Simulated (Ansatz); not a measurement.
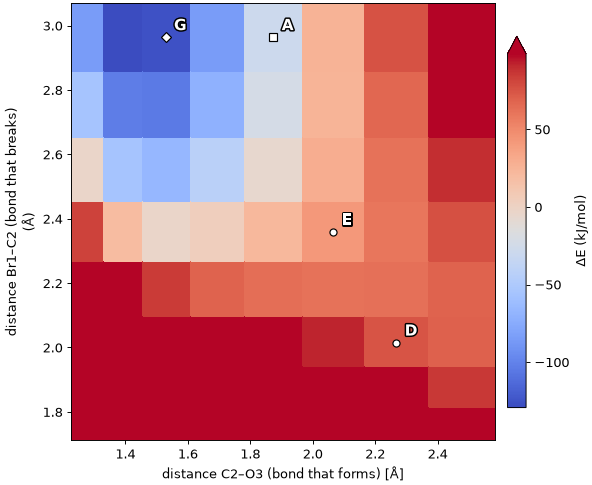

The reacting system CH4BrO (fragments CH₃Br + HO where the first distance is long, Br + CH₄O where the second is long), charge −1. Coordinates scanned: (1) distance C2–O3 (bond that forms); (2) distance Br1–C2 (bond that breaks). Relaxed at each point: all other coordinates. The scan uses an 8 × 8 grid. Points are written as (first, second). Energies: kJ/mol, counted from a guessed transition structure relaxed with its forming and breaking bonds held. The reference is spin-restricted, so regions where a bond is pulled apart into radicals lie too high. These are results of RKS PBE0-D4/def2-SVPD in Ansatz, not measurements.

The picture shows one coloured cell a grid point, one colour for all values above the top of the scale, lettered points.

**Is A the lowest point of the computed grid?**

No. A lies 100 kJ/mol above the lowest grid point, which is at (1.383 Å, 2.964 Å).

**Rank the lettered points by energy, lowest first.**

G (−126 kJ/mol), A (−29 kJ/mol), E (42 kJ/mol), D (75 kJ/mol).
